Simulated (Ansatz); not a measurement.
## Electronic structure of H3NSi3 in real space

Input

```
crystal:
  periodic: [false, false, false]
  atoms:
    - {symbol: N, position_ang: [1.078580, -0.471193, -1.440219]}
    - {symbol: Si, position_ang: [0.676263, -0.472265, -3.026826]}
    - {symbol: Si, position_ang: [1.101539, 1.766973, -1.801395]}
    - {symbol: Si, position_ang: [1.888802, 0.314890, -0.120452]}
    - {symbol: H, position_ang: [-0.280333, 1.960345, -1.176295]}
    - {symbol: H, position_ang: [3.330543, -0.035445, -0.017369]}
    - {symbol: H, position_ang: [1.209202, 0.172000, 1.194975]}
basis:
  gaussian:
    orbitals: def2-TZVPD
hamiltonian:
  xc: pbe0
output: {forces: true, orbitals: {seedname: orbitals}}
```

Launched as:

```sh
ansatz run input.yaml --threads 2 --pin off --max-ram 4350MiB --events-out events.jsonl --progress --plain --runs-dir runs
```

Geometry: B3LYP-D3(BJ)/def2-SVP.

These are results of Ansatz 0.2.0, isolated molecule in a Gaussian basis; Kohn-Sham density functional theory, functional PBE0, not measurements.

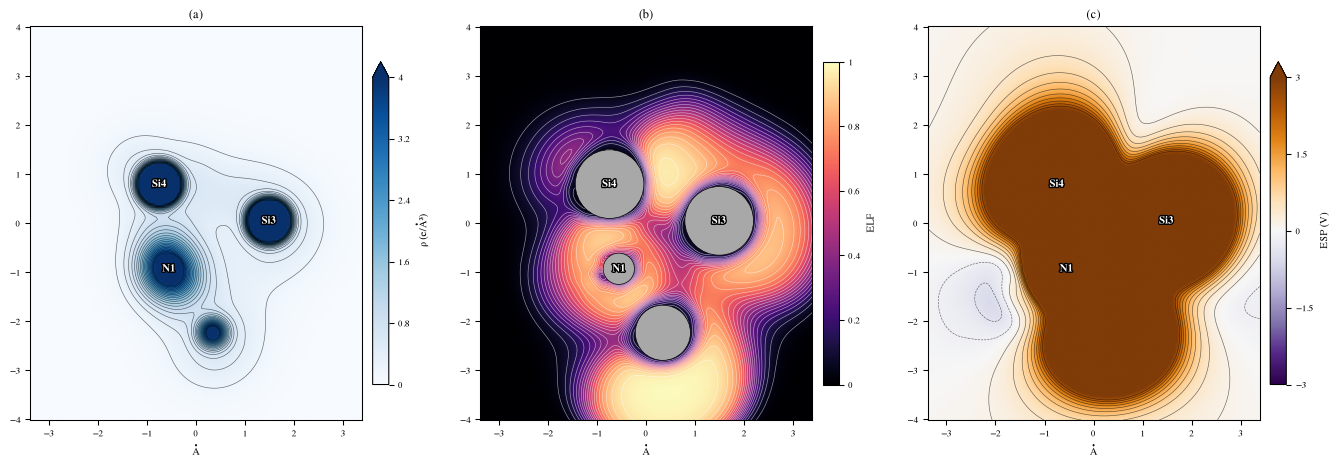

Figure 1. (a) electron density; (b) electron localisation function; (c) electrostatic potential on the plane of atoms N1, Si4 and Si3. Grey discs cover the atomic cores in the ELF map.

Interpret the plot.

- Atoms in the plane: N and Si.
- Si–Si (2.36 Å): ρ at the midpoint is about 0.52 e/Å³; the ELF peaks at about 0.85 between the atoms; a shared electron pair.
- Si–N (1.74 Å): the density is about 1 e/Å³ at the midpoint; the ELF peaks at about 0.90 between the atoms (a polar covalent bond).
- The ELF also peaks beside Si2, N1 and Si3, away from the bonds: lone-pair regions.
- Outside the dense part of the molecule the potential is most negative (−0.6 V) near N1.

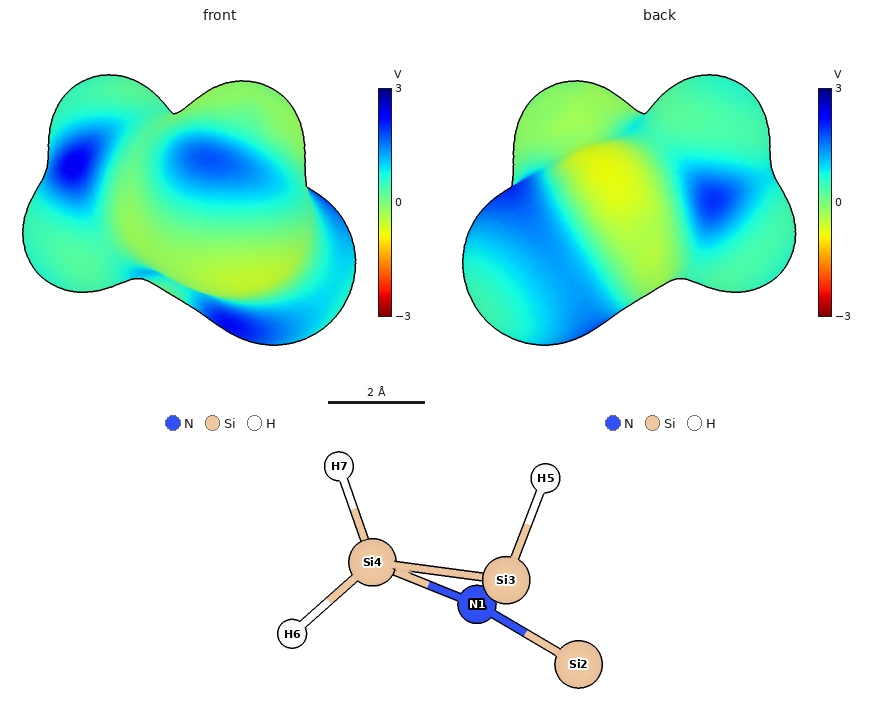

Figure 2. The electrostatic potential painted on the density surface at 0.004 e/bohr³, seen from the front and from behind; the colour scale runs from red (negative) to blue (positive). The bare structure is drawn below in the same view.

Where is the surface potential most negative and most positive?

The most negative region (about −0.8 V, or −18 kcal/mol for a unit charge) lies over N1, the most positive (about +2.3 V, or +53 kcal/mol for a unit charge) over Si4.

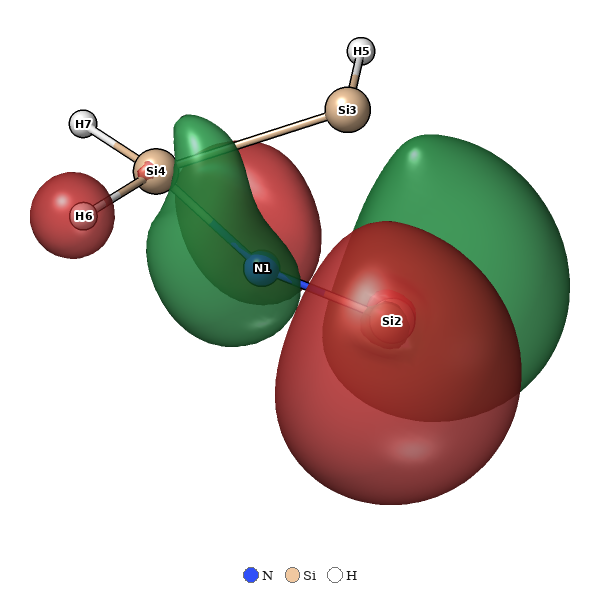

Figure 3. The LUMO at ±0.08 Å⁻³ᐟ² (green and red are the two phases), seen at a tilt.

Where does this orbital lie, and at what energy?

Its weight (Hirshfeld) is mainly on Si2 (about 75 %) and N1 (about 15 %). Its energy is −2.14 eV.
